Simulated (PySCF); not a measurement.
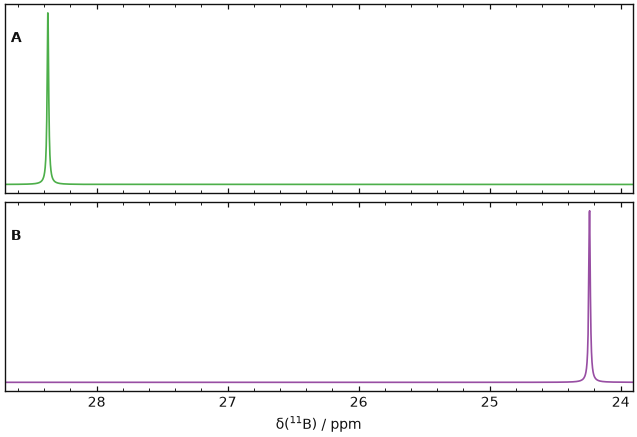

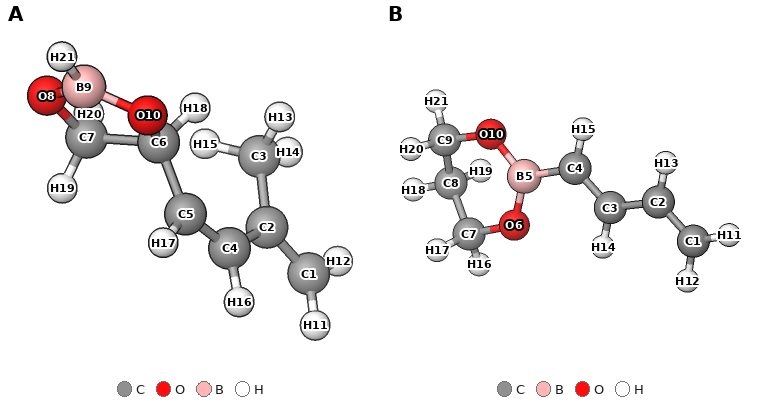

Related molecules: A is C₇H₁₁BO₂, SMILES C=C(C)/C=C\[C@H]1COBO1; B is C₇H₁₁BO₂, SMILES C=C/C=C/B1OCCCO1. GIAO ¹¹B shifts against BF₃.OEt₂, PBE0/pcSseg-1, PySCF, at a PBE0-D3(BJ)/def2-SVP geometry (no frequency check); fully decoupled, line heights follow the number of nuclei within a panel, widths are arbitrary (no quadrupolar broadening); values of one conformer, averaged over nuclei that symmetry, rotation about single bonds or ring flips exchange, these motions taken as fast; other conformers aren't averaged in.

### How does the ¹¹B shift respond?

From A (28.4 ppm) to B (24.2 ppm) the nucleus is shielded by 4.1 ppm.
